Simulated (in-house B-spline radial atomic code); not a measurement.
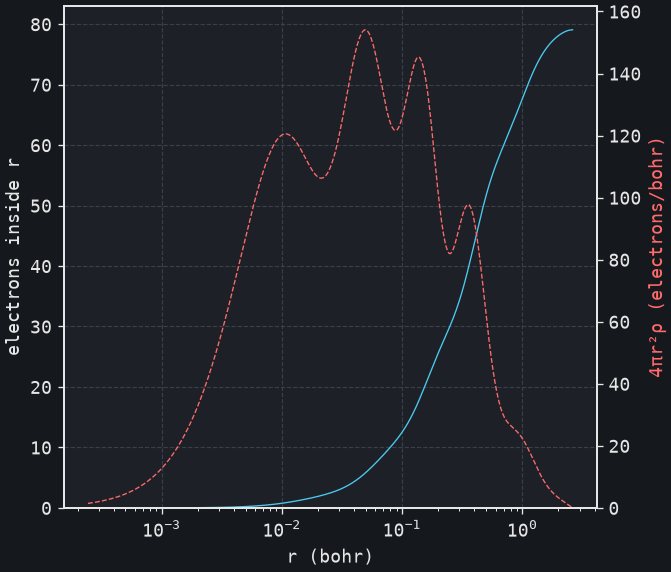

Pb³⁺ (Z = 82, 79 electrons) in the configuration [Xe] 4f14 5d9 6s1 6f1 (open shells shared over both j by 2j + 1). It sits in a hard spherical wall of radius 2.65 bohr. Method: Dirac-Hartree-Fock, average of configuration, Fermi nucleus, hard spherical wall, basis-set limit; computed with an in-house B-spline radial code.

The plot shows the number of electrons inside radius r (solid) and the radial density 4πr²ρ (dashed).

**Describe it and give its main numbers.**

The count levels off at 79 electrons. Half of them lie within 0.355 bohr, 90 % within 1.17 bohr and 99 % within 2.03 bohr. The radial density has minima at 0.021, 0.088 and 0.25 bohr, where the count stands at 2.0, 11.0 and 30.1; these part the shells that the density resolves.
